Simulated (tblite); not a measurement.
# BHBr3 (charge −1): frequency calculation

The run: frequency calculation of BHBr3, charge −1. Method and program: GFN2-xTB harmonic vibrations, gas phase (tblite 0.8.0).

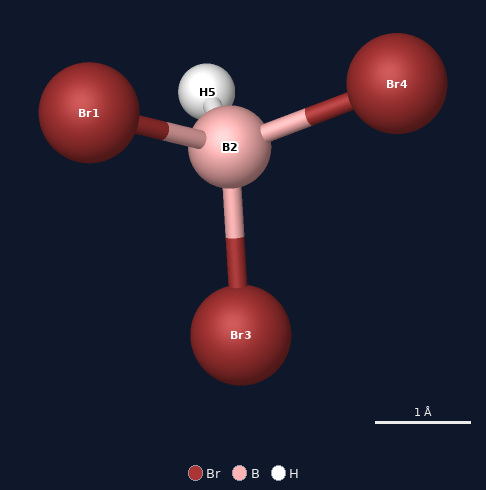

**Figure 1.** The structure (ball-and-stick view, seen at an oblique angle; atoms are numbered from 1 in the order of the input). Bond lengths as drawn: B–Br 2.02 Å and B–H 1.19 Å.

Results in brief

```tsv
quantity	value
outcome	converged
total energy	−391.5293 eV
zero-point energy	9.1690 kcal/mol
hardware	1 CPU thread, shared host
peak memory	0.29 GiB
```

Input
```
{"job": {"kind": "ir", "xc": "GFN2-xTB", "basis": "xTB"}, "charge": -1, "multiplicity": 1}
Br     1.923891    -0.278156    -0.007194
B     -0.002764    -0.152262    -0.602592
Br    -0.614025     1.772220    -0.556614
Br    -1.171418    -1.275883     0.603275
H     -0.091082    -0.562349    -1.720804
```

The first line tells a small driver script what to run in tblite; the rest is the geometry in Å.

Launched with:
```bash
OMP_NUM_THREADS=1 python <driver script> task.json out
```

What the program printed
```
mode    cm-1     km/mol
  1     121.7      4.38
  2     121.8      4.29
  3     182.9      6.91
  4     472.7      6.42
  5     473.3      6.19
  6     492.7     22.87
  7    1060.5    275.81
  8    1060.8    271.94
  9    2427.2     86.38
ZPE 38.362  H(298)-E 55.506  G(298)-E -45.731 kJ/mol  S 339.55 J/(mol K)
```

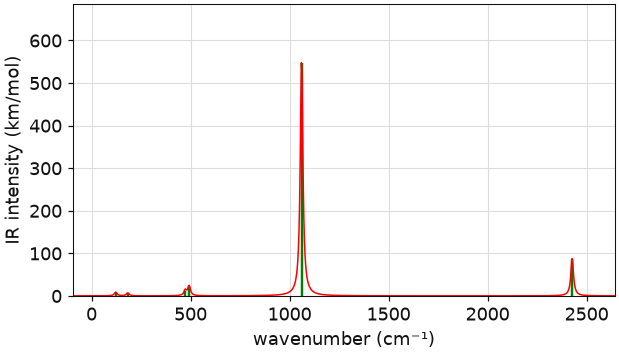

**Figure 2.** Harmonic infrared spectrum, unscaled: sticks (degenerate modes added up, dark ones marked on the axis) with a Lorentzian envelope of 16 cm⁻¹ full width, scaled to the tallest stick. 9 modes from 122 to 2427 cm⁻¹, none imaginary. The strongest line is at 1061 cm⁻¹ (548 km/mol). All modes, in cm⁻¹ (km/mol): 122 (4.4), 122 (4.3), 183 (6.9), 473 (6.4), 473 (6.2), 493 (23), 1060 (276), 1061 (272), 2427 (86).
